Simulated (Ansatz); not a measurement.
Hypothetical zinc blende NaI: thickness series

The reference is NaI in the zinc blende structure (space group F-43m, No. 216; a hypothetical phase, not in the database extracts checked).

```yaml
crystal:
  lattice:
    - [0.00000, 3.52942, 3.52942]
    - [3.52942, 0.00000, 3.52942]
    - [3.52942, 3.52942, 0.00000]
  atoms:
    - { symbol: I, position: [0.75000, 0.75000, 0.75000] }
    - { symbol: Na, position: [0.00000, 0.00000, 0.00000] }
```

Cartesian axes are those of the cell as printed.

Free-standing slabs (2 atom(s) a layer) normal to [110] with 15 Å of vacuum; in-plane cell held at bulk.

The values are results of PBEsol (Ansatz, a first-principles code; PAW; 420 eV plane waves; scalar-relativistic without spin-orbit coupling), not measurements.

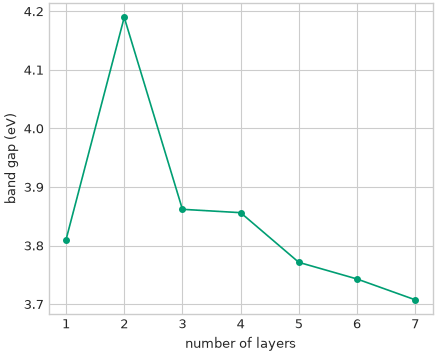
Fig. 1. Band gap against number of layers

```
number of layers  band gap
----------------  --------
1                  3.81 eV
2                  4.19 eV
3                  3.86 eV
4                  3.86 eV
5                  3.77 eV
6                  3.74 eV
7                  3.71 eV
```

With I present, leaving out spin-orbit coupling can change the band edges. Whether these cells are dynamically stable was not tested.
